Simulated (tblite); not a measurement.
**C2H8GeO2: geometry relaxation (part 2 of 2)**

The same run, continued: C2H8GeO2; GFN2-xTB geometry optimisation, gas phase (tblite 0.8.0). 

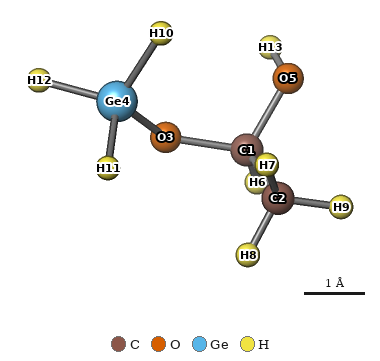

Fig. 1: The geometry at step 162 of the log (ball-and-stick view, seen at a tilt; atoms are numbered from 1 in the order of the input).

Trajectory as extended XYZ, continued
```
13
Properties=species:S:1:pos:R:3:forces:R:3 step=99 energy=-501.60525
C     0.6128   -0.4872   -0.3586   -0.0090  -0.0450   0.0310
C     0.1183   -1.4602    0.7016   -0.0150  -0.0560   0.0250
O     0.3887    0.8476    0.0112    0.0160  -0.0170  -0.0370
Ge   -1.1360    1.6935   -0.0523   -0.0050   0.0120   0.0360
O     1.9811   -0.6825   -0.5111   -0.0010   0.0640   0.0030
H     0.1006   -0.6956   -1.3210   -0.0170   0.0170   0.0100
H     0.6368   -1.2539    1.6348   -0.0220   0.0010  -0.0330
H    -0.9546   -1.3489    0.8462    0.0220   0.0230  -0.0350
H     0.3415   -2.4729    0.3814    0.0150  -0.0220   0.0180
H    -2.1511    1.0385    0.8438    0.0150   0.0110   0.0000
H    -1.6412    1.6889   -1.4712    0.0110   0.0110   0.0200
H    -0.7037    3.0287    0.4401   -0.0050  -0.0050  -0.0420
H     2.3558    0.0957   -0.9404   -0.0050   0.0060   0.0050
13
Properties=species:S:1:pos:R:3:forces:R:3 step=108 energy=-501.61074
C     0.6477   -0.4925   -0.3959   -0.0180  -0.0580   0.0070
C     0.0726   -1.4244    0.6559   -0.0380  -0.0870   0.0950
O     0.4055    0.8566   -0.1034    0.0130  -0.0020   0.0320
Ge   -1.1347    1.6649   -0.0047   -0.0170   0.0450  -0.0050
O     2.0220   -0.6906   -0.4400    0.0240   0.0580  -0.0340
H     0.1997   -0.7352   -1.3796    0.0120   0.0070  -0.0650
H     0.4903   -1.1600    1.6246   -0.0100  -0.0050  -0.0190
H    -1.0099   -1.3171    0.6823   -0.0070  -0.0480  -0.0030
H     0.3403   -2.4508    0.4174   -0.0110   0.0600   0.0010
H    -2.0350    1.0283    1.0192    0.0510   0.0350   0.0100
H    -1.8047    1.6203   -1.3503   -0.0100  -0.0160  -0.0260
H    -0.6666    3.0265    0.3641   -0.0130   0.0040   0.0070
H     2.4215    0.0658   -0.8851    0.0250   0.0090   0.0010
13
Properties=species:S:1:pos:R:3:forces:R:3 step=117 energy=-501.62001
C     0.6759   -0.5126   -0.4468   -0.0050   0.0060   0.0070
C     0.0050   -1.3996    0.5912    0.0020  -0.0230   0.0200
O     0.4025    0.8485   -0.2529    0.0070   0.0020  -0.0110
Ge   -1.1167    1.6507    0.0439   -0.0080  -0.0060  -0.0220
O     2.0566   -0.6836   -0.3615   -0.0630   0.0500   0.0020
H     0.3309   -0.8084   -1.4582   -0.0010   0.0270  -0.0100
H     0.2587   -1.0333    1.5825    0.0460  -0.0140   0.0210
H    -1.0749   -1.3663    0.4608   -0.0090  -0.0080  -0.0420
H     0.3582   -2.4201    0.4796    0.0200   0.0160  -0.0090
H    -1.7918    1.0787    1.2594   -0.0020   0.0330  -0.0210
H    -2.0045    1.5080   -1.1677    0.0190  -0.0080   0.0550
H    -0.6246    3.0422    0.2404   -0.0030  -0.0210  -0.0190
H     2.4736    0.0876   -0.7662   -0.0020  -0.0540   0.0280
13
Properties=species:S:1:pos:R:3:forces:R:3 step=126 energy=-501.62609
C     0.6941   -0.5138   -0.4679    0.0010   0.0130   0.0180
C    -0.0398   -1.3973    0.5293    0.0020   0.0010  -0.0120
O     0.3788    0.8456   -0.3435    0.0180  -0.0060  -0.0240
Ge   -1.1109    1.6445    0.0760    0.0020   0.0290  -0.0170
O     2.0638   -0.6548   -0.2465   -0.1080  -0.0480   0.0070
H     0.4516   -0.8312   -1.5034    0.0030  -0.0040   0.0530
H     0.1603   -1.0291    1.5326   -0.0090   0.0130   0.0100
H    -1.1102   -1.3749    0.3300    0.0230   0.0120  -0.0070
H     0.3322   -2.4127    0.4461    0.0060  -0.0420  -0.0270
H    -1.6033    1.1823    1.4193   -0.0100   0.0300  -0.0240
H    -2.1504    1.3781   -0.9856    0.0340   0.0010   0.0510
H    -0.6205    3.0536    0.0663   -0.0400  -0.0540   0.0030
H     2.5029    0.1014   -0.6483    0.0770   0.0550  -0.0300
13
Properties=species:S:1:pos:R:3:forces:R:3 step=135 energy=-501.62978
C     0.7102   -0.5012   -0.4640    0.0010   0.0060   0.0030
C    -0.0575   -1.4014    0.4912   -0.0020  -0.0020   0.0150
O     0.3795    0.8555   -0.3538   -0.0100   0.0010  -0.0120
Ge   -1.1105    1.6410    0.0940    0.0000  -0.0200  -0.0020
O     2.0680   -0.6384   -0.1833   -0.0070  -0.0040  -0.0010
H     0.5143   -0.8154   -1.5084   -0.0060  -0.0010  -0.0080
H     0.1360   -1.0704    1.5095   -0.0120  -0.0230  -0.0130
H    -1.1243   -1.3476    0.2781    0.0220   0.0190  -0.0090
H     0.2909   -2.4233    0.3716    0.0010   0.0140   0.0170
H    -1.5184    1.2782    1.4943    0.0070   0.0060  -0.0130
H    -2.2011    1.2629   -0.8734    0.0090  -0.0060   0.0080
H    -0.6750    3.0554   -0.0554   -0.0050   0.0110   0.0120
H     2.5366    0.0966   -0.5960    0.0010  -0.0010   0.0020
13
Properties=species:S:1:pos:R:3:forces:R:3 step=144 energy=-501.63097
C     0.7223   -0.5056   -0.4802    0.0130   0.0170   0.0150
C    -0.0891   -1.3989    0.4428    0.0200  -0.0350   0.0570
O     0.3631    0.8474   -0.4250   -0.0430  -0.0010  -0.0190
Ge   -1.0939    1.6374    0.1207   -0.0260  -0.0290   0.0110
O     2.0622   -0.6174   -0.1128   -0.0080   0.0160  -0.0070
H     0.5974   -0.8407   -1.5289   -0.0030   0.0030   0.0000
H     0.0359   -1.0470    1.4650   -0.0330   0.0200  -0.0150
H    -1.1396   -1.3695    0.1583    0.0230   0.0020   0.0170
H     0.2886   -2.4154    0.3786   -0.0240   0.0020  -0.0410
H    -1.3693    1.3757    1.5777    0.0350  -0.0040  -0.0380
H    -2.2673    1.1716   -0.7034    0.0310   0.0170   0.0090
H    -0.7066    3.0462   -0.1626   -0.0050  -0.0010   0.0040
H     2.5453    0.1080   -0.5256    0.0210  -0.0070   0.0090
13
Properties=species:S:1:pos:R:3:forces:R:3 step=153 energy=-501.65006
C     0.7365   -0.5228   -0.5375   -0.0050  -0.0540   0.0610
C    -0.1831   -1.4040    0.2994   -0.1210  -0.0960   0.2010
O     0.2525    0.7845   -0.7171   -0.0680  -0.3540   0.1110
Ge   -1.0048    1.6182    0.1916   -0.1130   0.1280  -0.0690
O     1.9740   -0.4875    0.1245   -0.3380   0.0090  -0.1680
H     0.8563   -0.9541   -1.5601    0.0400   0.1440   0.2800
H    -0.3219   -0.9065    1.2700    0.0080  -0.1880  -0.2510
H    -1.1513   -1.5377   -0.1906    0.2040   0.0980   0.0400
H     0.2690   -2.3855    0.4749   -0.0110   0.2960  -0.1260
H    -0.7605    1.6344    1.6912    0.0400   0.0210  -0.2260
H    -2.3726    0.9968   -0.0847    0.2880   0.0740   0.0420
H    -0.8550    2.9619   -0.4659   -0.0290  -0.1530   0.1380
H     2.5098    0.1943   -0.2912    0.1050   0.0750  -0.0350
13
Properties=species:S:1:pos:R:3:forces:R:3 step=162 energy=-501.75360
C     0.6760   -0.5344   -0.5142    0.0270  -0.0280  -0.0880
C    -0.2333   -1.4770    0.2461    0.0720  -0.1190  -0.1230
O     0.0350    0.6358   -0.9082    0.0140   0.0970  -0.0200
Ge   -0.9039    1.6470    0.1838   -0.0410   0.0620  -0.0540
O     1.7693   -0.2578    0.3100   -0.0710   0.0670   0.0060
H     1.0094   -1.0151   -1.4489    0.0910  -0.0080  -0.0750
H    -0.5441   -0.9664    1.1505   -0.0990  -0.0450   0.1680
H    -1.0898   -1.7288   -0.3717   -0.0480   0.0100   0.0520
H     0.3246   -2.3727    0.4962   -0.0340  -0.0620   0.0720
H    -0.1875    1.8480    1.4854    0.0030   0.0220  -0.0400
H    -2.2498    1.0123    0.3932   -0.0070  -0.0140   0.0550
H    -1.0301    2.8777   -0.6522    0.0750  -0.0280   0.0460
H     2.3731    0.3230   -0.1655    0.0180   0.0450   0.0010
13
Properties=species:S:1:pos:R:3:forces:R:3 step=171 energy=-501.77961
C     0.6377   -0.5429   -0.5077    0.0210   0.0260   0.0270
C    -0.2302   -1.5448    0.2385    0.0240  -0.0100  -0.0080
O    -0.0741    0.5638   -0.9658   -0.0440  -0.0030   0.0190
Ge   -0.8714    1.6748    0.1518    0.0640   0.0190  -0.0250
O     1.6482   -0.1379    0.3700    0.0170  -0.0640   0.0170
H     1.0725   -1.0118   -1.4083   -0.0080  -0.0090   0.0140
H    -0.6036   -1.0685    1.1437   -0.0050   0.0140  -0.0130
H    -1.0595   -1.8531   -0.3901   -0.0170   0.0190  -0.0070
H     0.3661   -2.4085    0.5160    0.0190  -0.0100  -0.0190
H     0.0079    1.9609    1.3283   -0.0190  -0.0100   0.0080
H    -2.1883    1.0878    0.5736    0.0010   0.0190   0.0110
H    -1.0353    2.8598   -0.7370   -0.0220  -0.0240  -0.0180
H     2.2789    0.4121   -0.1085   -0.0310   0.0340  -0.0070
13
Properties=species:S:1:pos:R:3:forces:R:3 step=180 energy=-501.78406
C     0.6344   -0.5538   -0.4957    0.0000   0.0170   0.0060
C    -0.2203   -1.5754    0.2384   -0.0070   0.0050  -0.0150
O    -0.1031    0.5363   -0.9543    0.0430   0.0230   0.0240
Ge   -0.8576    1.6949    0.1403   -0.0430  -0.0140  -0.0130
O     1.6338   -0.1341    0.3869   -0.0170  -0.0090   0.0030
H     1.0830   -1.0092   -1.3976   -0.0200  -0.0060   0.0280
H    -0.5981   -1.1174    1.1520    0.0310  -0.0030  -0.0250
H    -1.0517   -1.8734   -0.3932   -0.0010  -0.0020  -0.0060
H     0.3837   -2.4408    0.4922    0.0010  -0.0030   0.0100
H     0.0374    2.0280    1.2926    0.0150   0.0010  -0.0200
H    -2.1682    1.1381    0.6242    0.0150   0.0060   0.0060
H    -1.0531    2.8322   -0.8034    0.0040  -0.0130   0.0100
H     2.2288    0.4662   -0.0780   -0.0210  -0.0020  -0.0080
13
Properties=species:S:1:pos:R:3:forces:R:3 step=189 energy=-501.78632
C     0.6319   -0.5567   -0.4898   -0.0060   0.0180   0.0120
C    -0.2206   -1.5931    0.2244   -0.0090   0.0200   0.0110
O    -0.1003    0.5367   -0.9489   -0.0230  -0.0120   0.0060
Ge   -0.8525    1.7050    0.1366   -0.0040   0.0040   0.0030
O     1.6154   -0.1398    0.4105   -0.0060  -0.0060  -0.0070
H     1.0921   -1.0074   -1.3882    0.0050   0.0290   0.0110
H    -0.6066   -1.1502    1.1409    0.0020   0.0090  -0.0060
H    -1.0439   -1.8961   -0.4143   -0.0040  -0.0040  -0.0150
H     0.3962   -2.4501    0.4749   -0.0120  -0.0280   0.0040
H     0.0949    2.1274    1.2180   -0.0080  -0.0110  -0.0130
H    -2.1149    1.1304    0.7184    0.0280   0.0000  -0.0030
H    -1.1341    2.7963   -0.8395    0.0050  -0.0300   0.0020
H     2.1911    0.4895   -0.0387    0.0320   0.0120  -0.0040
13
Properties=species:S:1:pos:R:3:forces:R:3 step=198 energy=-501.79000
C     0.6268   -0.5560   -0.4777   -0.0260   0.0020   0.0010
C    -0.2228   -1.6199    0.1999   -0.0200   0.0300   0.0110
O    -0.1346    0.5130   -0.9484    0.0180   0.0040  -0.0100
Ge   -0.8352    1.7151    0.1328    0.0220  -0.0070   0.0040
O     1.5668   -0.1161    0.4573   -0.0090   0.0240  -0.0050
H     1.1317   -0.9775   -1.3644   -0.0030  -0.0200  -0.0060
H    -0.6348   -1.1879    1.1092   -0.0100  -0.0230   0.0270
H    -1.0302   -1.9201   -0.4609    0.0170  -0.0070  -0.0170
H     0.3909   -2.4775    0.4574    0.0090   0.0090  -0.0190
H     0.2135    2.3025    1.0282   -0.0180  -0.0010   0.0090
H    -1.9548    1.1085    0.9279    0.0050   0.0130   0.0140
H    -1.3200    2.6891   -0.8833   -0.0050  -0.0150  -0.0110
H     2.1516    0.5185    0.0264    0.0200  -0.0080   0.0030
13
Properties=species:S:1:pos:R:3:forces:R:3 step=207 energy=-501.80552
C     0.5718   -0.5616   -0.4241   -0.0230   0.0180  -0.0040
C    -0.3504   -1.6776    0.0399   -0.1610  -0.0810   0.0550
O    -0.1427    0.5061   -0.9605    0.0200   0.0100   0.0090
Ge   -0.6515    1.7959    0.1398   -0.0090   0.0310   0.0000
O     1.3166   -0.1375    0.6854    0.1400   0.1010  -0.0880
H     1.2404   -0.9363   -1.2192   -0.0270   0.0100   0.0190
H    -0.9828   -1.2987    0.8504    0.1710  -0.0980  -0.1950
H    -0.9790   -1.9970   -0.7940    0.1320   0.0410   0.1780
H     0.2503   -2.5110    0.4047   -0.1280   0.0880  -0.0430
H     0.5312    2.6452    0.5284   -0.0490  -0.0270  -0.0180
H    -1.3272    1.2317    1.3525    0.0180   0.0170  -0.0260
H    -1.5815    2.5276   -0.7701    0.0380  -0.0220   0.0340
H     2.0540    0.4054    0.3720   -0.1220  -0.0870   0.0790
13
Properties=species:S:1:pos:R:3:forces:R:3 step=216 energy=-501.80892
C     0.5653   -0.5570   -0.4373   -0.0010   0.0000   0.0010
C    -0.3583   -1.6787    0.0137   -0.0010   0.0010   0.0010
O    -0.1481    0.5240   -0.9474   -0.0010   0.0000   0.0000
Ge   -0.6423    1.7992    0.1745   -0.0010   0.0000   0.0000
O     1.3226   -0.1571    0.6727    0.0030   0.0010  -0.0020
H     1.2232   -0.9190   -1.2455    0.0000   0.0000   0.0000
H    -0.9665   -1.3162    0.8387    0.0010  -0.0010  -0.0020
H    -0.9993   -1.9714   -0.8118    0.0020   0.0010   0.0010
H     0.2319   -2.5269    0.3470   -0.0010   0.0010   0.0000
H     0.5429    2.6415    0.5549    0.0000   0.0000   0.0000
H    -1.2999    1.2233    1.3885    0.0000   0.0000  -0.0010
H    -1.5797    2.5428   -0.7118    0.0010   0.0000   0.0010
H     2.0576    0.3877    0.3692   -0.0020  -0.0020   0.0010
```

This output came from the following input.

Input
```
{"job": {"kind": "relax", "xc": "GFN2-xTB", "basis": "xTB"}, "charge": 0, "multiplicity": 1}
C      0.538823    -0.400277    -0.071228
C      0.274182    -1.652780     0.757899
O      0.267013     0.768420     0.548875
Ge    -1.036577     1.741926    -0.126726
O      1.780163    -0.522492    -0.642737
H     -0.212709    -0.466304    -0.892219
H      1.183608    -1.780398     1.438130
H     -0.603393    -1.552264     1.435153
H      0.125080    -2.537203     0.105563
H     -2.444728     1.177850     0.175317
H     -0.881651     1.700436    -1.647860
H     -1.036521     3.225035     0.306274
H      1.995553     0.289872    -1.181994
```

The first line tells a small driver script what to run in tblite; the rest is the geometry in Å.

Run as:
```bash
OMP_NUM_THREADS=1 python <driver script> task.json out
```

Key numbers

```tsv
quantity	value
outcome	converged
total energy	−501.8089 eV
hardware	1 CPU thread, shared host
wall time	2.1 s
peak memory	0.24 GiB
```
